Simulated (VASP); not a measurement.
Energy against volume of Li2O (antifluorite). Computed with rev-vdW-DF2, VASP's PBE PAW potentials (set 64) (plane waves; VASP 6.6.1).

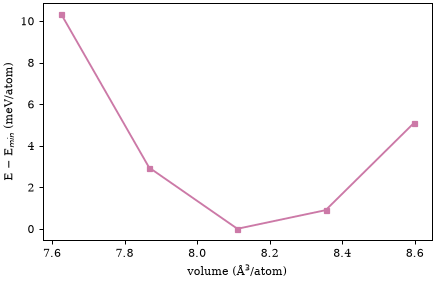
Figure. Energy against volume

Q: Estimate the equilibrium volume and the bulk modulus.

A: The minimum lies near 8.2 Å³/atom, and the curvature gives B0 of about 82 GPa.

The compound is Li2O in the antifluorite structure. It was relaxed first.
